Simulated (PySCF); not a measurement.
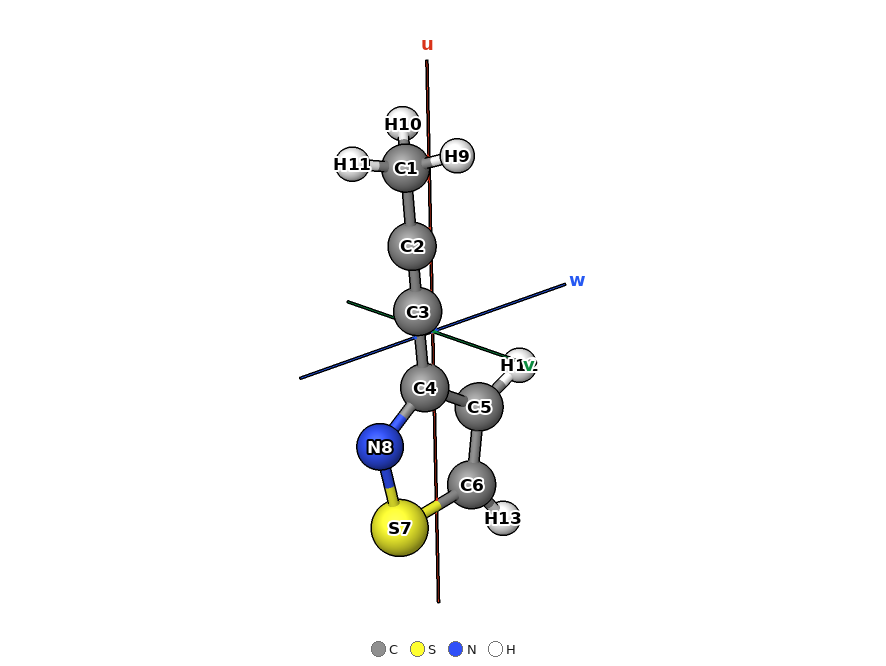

The lines u, v and w are the principal axes of the static dipole polarisability. Computed geometry: GFN2-xTB optimisation. No frequency run is at hand to confirm it as a minimum. Method: PBE0/def2-SVPD (PySCF 2.14.0).

Along which axis is the molecule most polarisable, and along which least?

Answer. Most along u (nearly parallel to the C1–C2 bond), least along v.

Give the three principal values.

Answer. u 157.3, v 58.0, w 81.6 bohr³; mean 99.0, anisotropy 89.9 bohr³.
